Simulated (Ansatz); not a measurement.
# Calculations on H6C2O

## 1. Relaxation

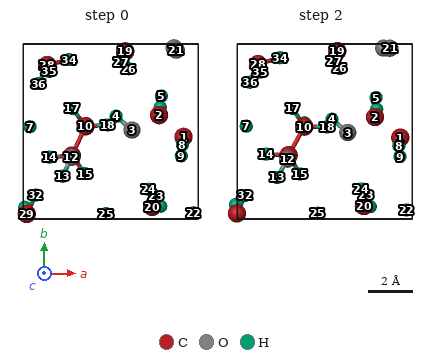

The structure of an amorphous cell of composition H6C2O before (left) and after (right) a relaxation, at one scale.

The picture is a ball-and-stick view of the cell of the calculation, seen along the c axis.

The cell holds 4 CH3CH2OH. The run prepares the start of a later molecular dynamics calculation, from a guessed geometry.

These are results of Ansatz, DFT PBE-D3(BJ), scalar-relativistic, plane waves, PAW, not measurements. Set-up: plane-wave cutoff 420 eV; k-point mesh 1 × 1 × 1; occupations fermi dirac; smearing width 0.05 eV; no spin polarisation; atoms relaxed in a fixed cell; force threshold 0.3 eV/Å; at most 15 steps.

Describe what moved and what it gained.

After 2 geometry steps the energy has fallen by 7.7 meV per atom. The largest force component goes from 0.42 to 0.13 eV/Å. The largest moves, 0.32 Å, are those of H atoms. By element the largest moves are H 0.32 Å, O 0.27 Å, C 0.24 Å. The cell doesn't change. Among the contacts that change: C–O 1.427 → 1.440 Å, C–H 1.099 → 1.108 Å, C–C 1.512 → 1.516 Å.

Limits of the set-up: the periodic images lie only 8.0 Å apart, so the values are limited by the cell's size.

## 2. Dynamics

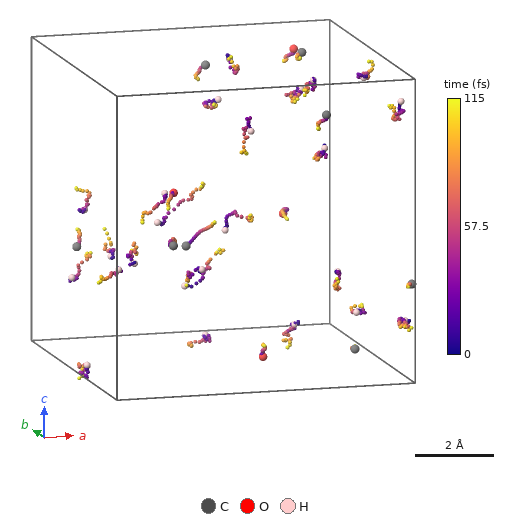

First-principles dynamics of a periodic cell with 4 CH3CH2OH at 0.607 g/cm³, 115 fs long. Dots mark each atom's position at evenly spaced times, coloured by time; spheres stand at the starting positions. Seen slightly off an axis in the simulation cell.

All numbers below come from DFT PBE-D3(BJ), scalar-relativistic, plane waves, PAW in Ansatz. Run with plane-wave cutoff 420 eV; k-point mesh 1 × 1 × 1; Fermi-Dirac smearing 0.05 eV; Langevin thermostat (NVT); set temperature 250 K; time step 0.5 fs; friction 0.02 per fs.

What do the traces tell about the motion?

Answer. In the second half of the run the atoms are, in the root-mean-square, this far from where they began (common drift taken out): H 0.62 Å, C 0.39 Å, O 0.33 Å. The heavy atoms stay within a fraction of a molecule's size of their starting places; so short a run doesn't tell a liquid from a solid. The mean temperature in the second half is 256 K (standard deviation 26 K). The potential energy in the second half lies on average 18.5 meV per atom above the first frame.

Limits of the set-up: the periodic images lie only 8.0 Å apart, so the values are limited by the cell's size.

The run took about 7 core-minutes on a shared host.

## 3. Energy conservation

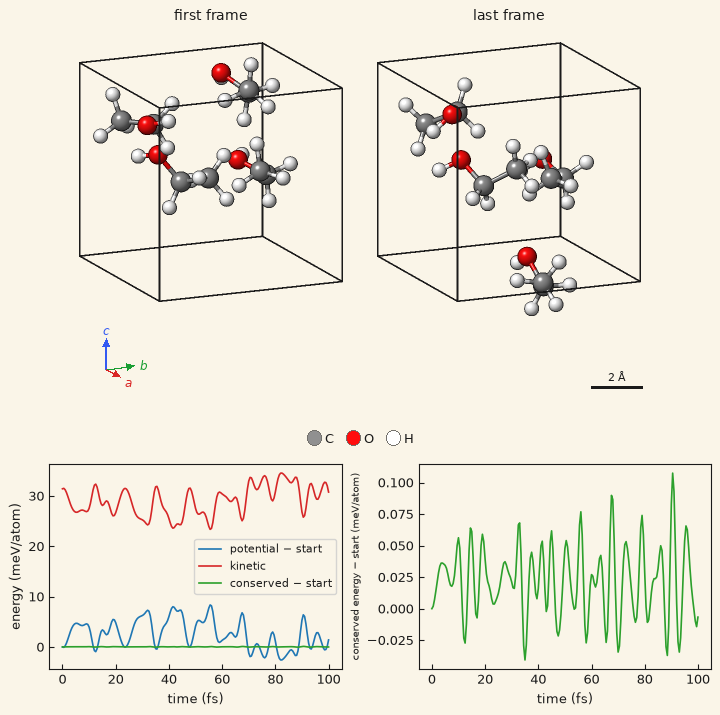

First-principles dynamics of a periodic cell with 4 CH3CH2OH at 0.607 g/cm³, 100 fs long. It starts from the last geometry of an earlier run, with fresh velocities. Style: ball-and-stick. Shown: the simulation cell, slightly off an axis.

Theory: DFT PBE-D3(BJ), scalar-relativistic, plane waves, PAW (Ansatz 0.2.0). Settings: plane-wave cutoff 420 eV; k-point mesh 1 × 1 × 1; Fermi-Dirac smearing 0.002 eV; Nosé-Hoover thermostat (NVT); set temperature 250 K; time step 0.5 fs; thermostat time 200.0 fs.

Check the integration.

Answer. The conserved quantity stays between −0.041 and 0.11 meV per atom of its start. A straight-line fit has a slope that amounts to −0.0034 meV per atom over 100 fs (under 0.1 % of the mean kinetic energy), and the ripple about it is 1.0 % of the kinetic energy's fluctuation. With a drift under 2 % and a ripple under 7 %, the integration is accurate. The mean temperature in the second half is 240 K (standard deviation 23 K). The potential energy in the second half lies on average 1.7 meV per atom above the first frame.

Limits of the set-up: the periodic images lie only 8.0 Å apart, so the values are limited by the cell's size.
